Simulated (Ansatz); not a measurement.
# Run report: GaNH₃Cl, nudged elastic band

GaNH₃Cl, computed with RKS PBE-D4/def2-TZVP (Ansatz 0.2.0).

One setting was made poor on purpose. It belongs to a series of runs on one base structure; here: band between the two ends.

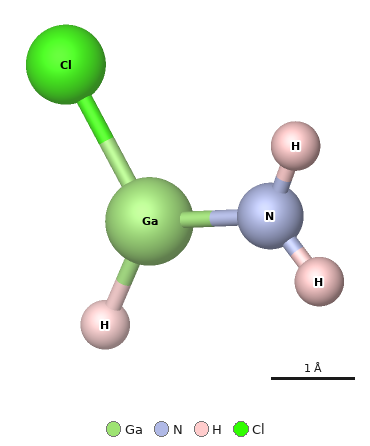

The starting structure (ball-and-stick view, seen at a tilt). Sticks mark near contacts. Bond lengths as drawn: Cl–Ga 2.16 Å, Ga–H 1.55 Å, Ga–N 1.81 Å and H–N 1.01 Å.

Summary

| quantity | value |
| --- | --- |
| outcome | converged |
| barrier, forward | 0.853 eV |
| barrier, backward | 1.139 eV |
| hardware | 4 threads of Intel Xeon @ 2.50GHz (Skylake/Cascade Lake), 32 GiB of memory available, shared host |
| wall time | 42 s (CPU time 2.4 min) |
| peak memory | 0.25 GiB |

A deliberately poor setting: few images. The order of the saddle point was not checked.

Input
```yaml
crystal:
  periodic: [false, false, false]
  atoms:
    - { symbol: Ga, position_ang: [0.657483, 0.04116, 0.024871] }
    - { symbol: "N", position_ang: [0.950076, -0.030194, 1.813467] }
    - { symbol: H, position_ang: [0.199397, -0.116034, 2.489615] }
    - { symbol: H, position_ang: [1.867728, 0.011213, 2.24172] }
    - { symbol: H, position_ang: [1.745408, 0.173737, -1.075831] }
    - { symbol: Cl, position_ang: [-1.436891, -0.079883, -0.506142] }
basis:
  gaussian: { orbitals: def2-TZVP }
hamiltonian:
  xc: pbe
  dispersion: d4
neb:
  order_check: false
  images: 2
  f_tol: 0.05
  max_iterations: 60
  climbing: false
  final_atoms:
    - { symbol: Ga, position_ang: [0.25144621, -1.09262078, -0.67683653] }
    - { symbol: "N", position_ang: [1.29462605, 0.14506388, 1.16549363] }
    - { symbol: H, position_ang: [0.44340705, 0.60432473, 1.50638159] }
    - { symbol: H, position_ang: [1.68620183, -0.41614887, 1.92601482] }
    - { symbol: H, position_ang: [1.98102159, 0.86259473, 0.91959352] }
    - { symbol: Cl, position_ang: [-1.67350173, -0.10321469, 0.14705296] }
  initial_path:
    images:
      - { positions_ang: [[0.657483, 0.04116, 0.024871], [0.950076, -0.030194, 1.813467], [0.199397, -0.116034, 2.489615], [1.867728, 0.011213, 2.24172], [1.745408, 0.173737, -1.075831], [-1.436891, -0.079883, -0.506142]] }
      - { positions_ang: [[0.21991285, 0.01925552, 0.00771844], [1.24144898, -0.01555837, 1.68211488], [0.40533567, -0.22496347, 2.25884224], [2.13220007, 0.17432019, 2.18017139], [1.7546958, 0.05768584, -0.22350311], [-1.77039237, -0.01074072, -0.91764384]] }
      - { positions_ang: [[0.08456726, -0.35867141, -0.22618407], [1.35629899, 0.04286093, 1.46612376], [0.48667235, 0.0151561, 1.93109777], [2.07169135, 0.03186624, 2.07493633], [1.83323366, 0.28730508, 0.4416384], [-1.84926261, -0.01851795, -0.69991219]] }
      - { positions_ang: [[0.25144621, -1.09262078, -0.67683653], [1.29462605, 0.14506388, 1.16549363], [0.44340705, 0.60432473, 1.50638159], [1.68620183, -0.41614887, 1.92601482], [1.98102159, 0.86259473, 0.91959352], [-1.67350173, -0.10321469, 0.14705296]] }
```

Launched with:
```bash
ansatz run input.yaml --threads 4 --pin off --max-ram 5120MiB --backend cpu --events-out ev --progress --plain --runs-dir out
```

Log
```
Engine: ansatz 0.2.0, x86_64-unknown-linux-gnu
Functional definition: PBE
  parameter kappa = 0.804
  parameter beta = 0.06672455060314922
  exchange = pbe_x(kappa = kappa, mu = beta*pi^2/3)
  correlation = pbe_c(beta = beta)
911 factors; their error is unknown
mean field evaluation 1: about -66415.9587 eV, gradient 8.3e1 eV
mean field evaluation 2: about -66353.1855 eV, gradient 1.6e2 eV
mean field evaluation 4: about -66427.2146 eV, gradient 1.7e1 eV
mean field evaluation 8: about -66427.6925 eV, gradient 1.1e-1 eV
mean field evaluation 16: about -66427.6747 eV, gradient 3.1e-3 eV
mean field -66427.67465736 eV, -2441.1720173631 hartree, gradient 4.3e-5 eV, S^2 0.000000; 0 other end points of the search recorded, 0 dependent functions left out
the calculation of the forces begins
reference -66427.67469387 eV, -2441.1720187045 hartree; 29, 29 occupied and 105, 105 virtual orbitals, 911 factors
911 factors; their error is unknown
mean field evaluation 32: about -66427.9497 eV, gradient 2.1e-2 eV
mean field -66427.94967670 eV, -2441.1821241371 hartree, gradient 9.1e-6 eV, S^2 0.000000; 0 other end points of the search recorded, 0 dependent functions left out
[... from here on the field's lines of each further geometry are left out, up to the last ...]
NEB iter   1: max|band force component| = 4.321e0 eV/Å  barrier→ = 3.1084 eV  barrier← = 3.3943 eV  Δτ_max = 0.1978 Å  (120 SCF iters)
NEB iter   2: max|band force component| = 1.972e0 eV/Å  barrier→ = 1.8749 eV  barrier← = 2.1608 eV  Δτ_max = 0.2000 Å  (72 SCF iters)
NEB iter   3: max|band force component| = 1.451e0 eV/Å  barrier→ = 1.4569 eV  barrier← = 1.7429 eV  Δτ_max = 0.1983 Å  (69 SCF iters)
NEB iter   4: max|band force component| = 8.353e-1 eV/Å  barrier→ = 1.2622 eV  barrier← = 1.5481 eV  Δτ_max = 0.1665 Å  (72 SCF iters)
NEB iter   5: max|band force component| = 3.093e-1 eV/Å  barrier→ = 1.1191 eV  barrier← = 1.4050 eV  Δτ_max = 0.1261 Å  (59 SCF iters)
NEB iter   6: max|band force component| = 4.369e-1 eV/Å  barrier→ = 1.0120 eV  barrier← = 1.2980 eV  Δτ_max = 0.0627 Å  (61 SCF iters)
NEB iter   7: max|band force component| = 3.437e-1 eV/Å  barrier→ = 0.9587 eV  barrier← = 1.2447 eV  Δτ_max = 0.0607 Å  (59 SCF iters)
NEB iter   8: max|band force component| = 2.375e-1 eV/Å  barrier→ = 0.9069 eV  barrier← = 1.1929 eV  Δτ_max = 0.1038 Å  (60 SCF iters)
NEB iter   9: max|band force component| = 1.599e-1 eV/Å  barrier→ = 0.8280 eV  barrier← = 1.1139 eV  Δτ_max = 0.0393 Å  (60 SCF iters)
NEB iter  10: max|band force component| = 6.284e-2 eV/Å  barrier→ = 0.8474 eV  barrier← = 1.1334 eV  Δτ_max = 0.0266 Å  (59 SCF iters)
NEB iter  11: max|band force component| = 5.566e-2 eV/Å  barrier→ = 0.8481 eV  barrier← = 1.1341 eV  Δτ_max = 0.0092 Å  (60 SCF iters)
the calculation of the forces begins
reference -66426.99090537 eV, -2441.1468899409 hartree; 29, 29 occupied and 105, 105 virtual orbitals, 911 factors
911 factors; their error is unknown
mean field evaluation 288: about -66426.8240 eV, gradient 2.0e-5 eV
mean field -66426.82402788 eV, -2441.1407573060 hartree, gradient 4.3e-5 eV, S^2 0.000000; 1 other end points of the search recorded, 0 dependent functions left out
the calculation of the forces begins
reference -66426.82406348 eV, -2441.1407586145 hartree; 29, 29 occupied and 105, 105 virtual orbitals, 911 factors
NEB iter  12: max|band force component| = 2.122e-2 eV/Å  barrier→ = 0.8529 eV  barrier← = 1.1389 eV  Δτ_max = 0.0000 Å  (141 SCF iters)
```

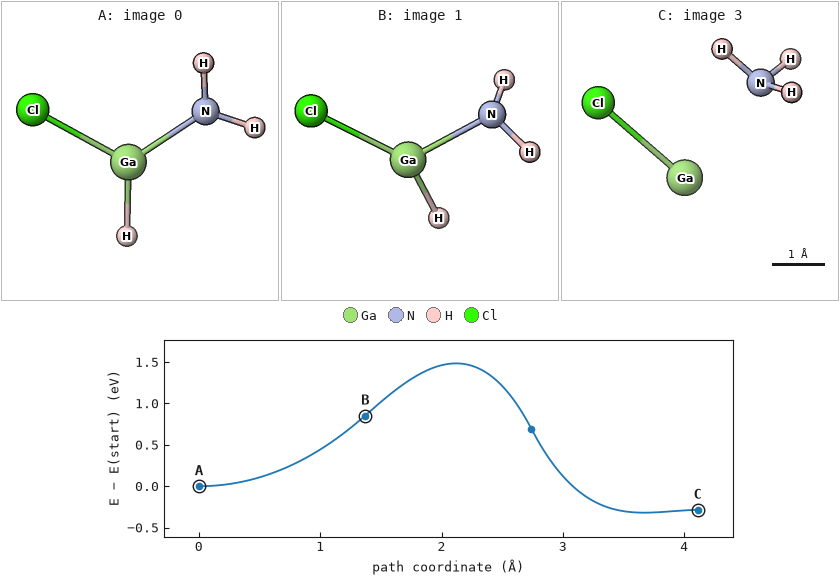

Images of the last band (counted from 0; ball-and-stick, seen at a tilt) above the energy along the path; the line is a cubic interpolation that uses the forces. The highest image is number 1, 0.853 eV above the start and 1.139 eV above the end; the end lies 0.286 eV below the start. The path is 4.11 Å long. The band converged in 12 iterations.

```
Total energy: -66426.93376653 eV, -2441.1447901272 hartree
Atom 0 at     0.453960    -0.028322     0.005308 Å, force     0.075077     0.335425     0.708218 eV/Å
Atom 1 at     0.822707    -0.336611     1.807778 Å, force    -0.303634    -0.338249     0.377702 eV/Å
Atom 2 at     0.608842     0.480770     2.384993 Å, force    -0.199988    -0.243838     0.191692 eV/Å
Atom 3 at     1.832566    -0.492349     1.875287 Å, force    -0.041432     0.186143     0.057779 eV/Å
Atom 4 at     1.811609     0.629836    -0.337234 Å, force     0.187816     0.029210    -1.279799 eV/Å
Atom 5 at    -1.546483    -0.253325    -0.748432 Å, force     0.282160     0.031310    -0.055593 eV/Å
Dipole moment:     0.360175     0.182845    -0.003421 e Å
this run last wrote the band of iteration 12 to [file]
```

The last band as extended XYZ (Å, eV, eV/Å)
```
6
Properties=species:S:1:pos:R:3:forces:R:3 image=0 energy=-66427.78664
Ga    0.6575    0.0412    0.0249   -0.0002  -0.0016  -0.0020
N     0.9501   -0.0302    1.8135   -0.0007   0.0003   0.0012
H     0.1994   -0.1160    2.4896    0.0003  -0.0009  -0.0009
H     1.8677    0.0112    2.2417    0.0003   0.0011   0.0003
H     1.7454    0.1737   -1.0758    0.0003   0.0002   0.0005
Cl   -1.4369   -0.0799   -0.5061    0.0001   0.0009   0.0009
6
Properties=species:S:1:pos:R:3:forces:R:3 image=1 energy=-66426.93373
Ga    0.4540   -0.0283    0.0053    0.0751   0.3354   0.7082
N     0.8227   -0.3366    1.8078   -0.3036  -0.3382   0.3777
H     0.6088    0.4808    2.3850   -0.2000  -0.2438   0.1917
H     1.8326   -0.4923    1.8753   -0.0414   0.1861   0.0578
H     1.8116    0.6298   -0.3372    0.1878   0.0292  -1.2798
Cl   -1.5465   -0.2533   -0.7484    0.2822   0.0313  -0.0556
6
Properties=species:S:1:pos:R:3:forces:R:3 image=2 energy=-66427.09232
Ga    0.3653   -0.4140   -0.5616   -0.1279  -0.8458  -1.5255
N     1.1518    0.0394    1.4614    0.8085   0.7645  -0.9629
H     0.7709    0.6837    2.1723    0.2182   0.1661  -0.4275
H     1.8749   -0.5363    1.8947    0.0636  -0.2327   0.0493
H     1.6507    0.4887    0.5695   -0.3695   0.0521   2.6180
Cl   -1.8305   -0.2614   -0.5485   -0.5929   0.0957   0.2487
6
Properties=species:S:1:pos:R:3:forces:R:3 image=3 energy=-66428.07260
Ga    0.2514   -1.0926   -0.6768   -0.0092   0.0053   0.0053
N     1.2946    0.1451    1.1655    0.0063   0.0055   0.0271
H     0.4434    0.6043    1.5064    0.0134  -0.0027  -0.0136
H     1.6862   -0.4161    1.9260   -0.0007   0.0105  -0.0207
H     1.9810    0.8626    0.9196   -0.0161  -0.0140   0.0073
Cl   -1.6735   -0.1032    0.1471    0.0064  -0.0045  -0.0053
```
